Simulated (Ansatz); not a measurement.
CH6SSi2

```xyz
10

Si   -1.3911    0.7783   -0.8368
Si   -0.1188   -0.7205    0.4041
C     1.6532   -0.2933    0.7800
S     1.5574   -1.5679   -0.5677
H    -0.4522    1.7101   -1.5190
H    -2.3052    1.5584    0.0465
H    -2.2077    0.0614   -1.8543
H    -0.8149   -1.5776    1.3982
H     2.1042   -0.6625    1.7002
H     2.0582    0.6625    0.4517
```

These are results of RKS PBE0-D4/6-31G* in Ansatz 0.2.0, not measurements.

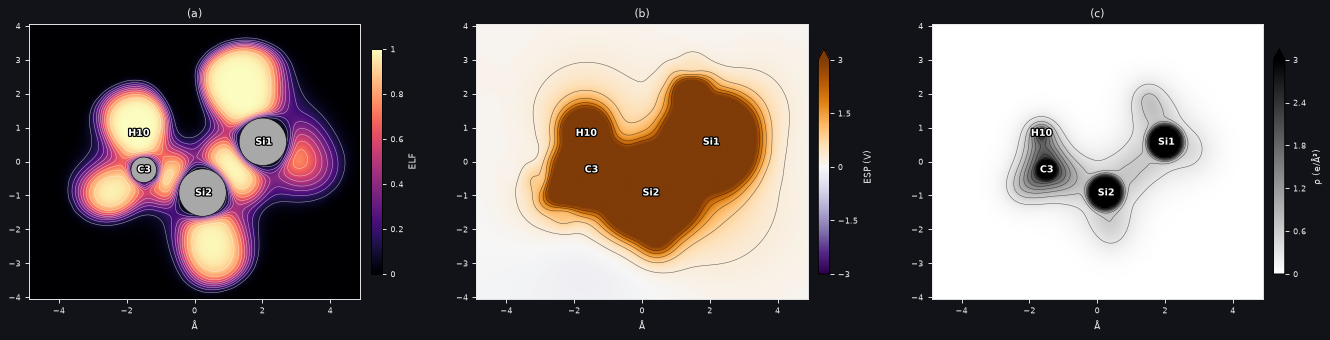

Figure 1. (a) ELF; (b) molecular electrostatic potential; (c) electron density on the plane of atoms Si1, Si2 and C3. Grey discs cover the atomic cores in the ELF map.

Question: What do the fields say about this system?

Answer: Atoms in the plane: Si, C and H. C–Si (1.86 Å): ρ at the midpoint is about 0.91 e/Å³; the ELF peaks at about 0.95 between the atoms: a shared electron pair. Si–Si (2.32 Å): the density is about 0.64 e/Å³ at the midpoint; the ELF peaks at about 1 between the atoms; a shared electron pair. C–H (1.09 Å): ρ is about 2 e/Å³ halfway; the ELF climbs to about 1 towards the hydrogen, as it does in any bond to H (an ordinary covalent bond to hydrogen). The potential has no marked negative region in this plane.

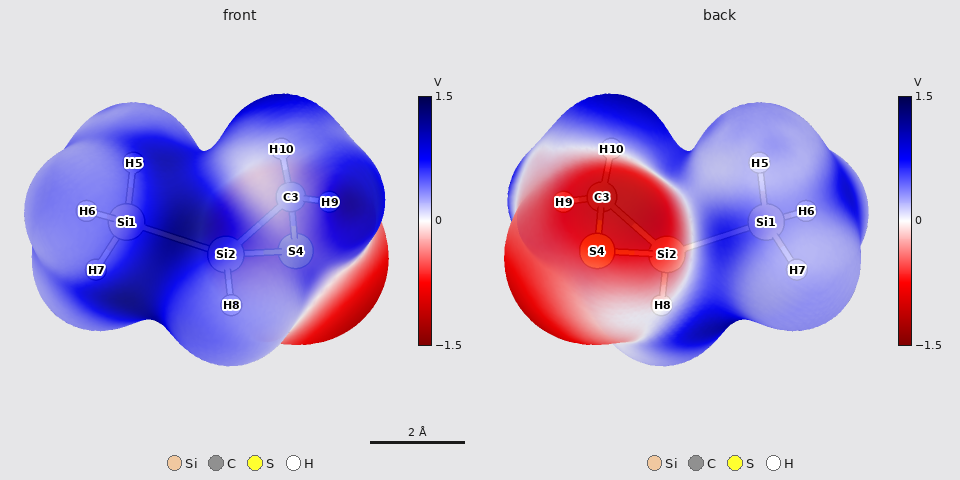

Figure 2. The electrostatic potential painted on the density surface at 0.002 e/bohr³, seen from the front and from behind; the colour scale runs from red (negative) to blue (positive).

Question: Describe the electrostatic potential map.

Answer: The most negative region (about −1.1 V) lies over S4, the most positive (about +1.2 V) over Si1 and Si2.

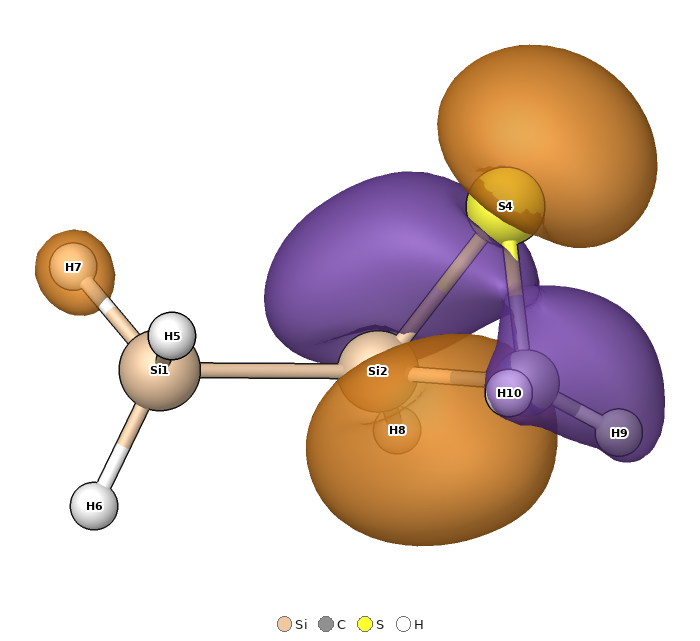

Figure 3. The HOMO−1 at ±0.1 Å⁻³ᐟ² (orange and purple are the two phases), seen from one side.

Question: What is the character of this orbital?

Answer: It lies mainly on S4 (about 35 %), Si2 (about 30 %) and C3 (about 25 %). Its energy is −7.75 eV.
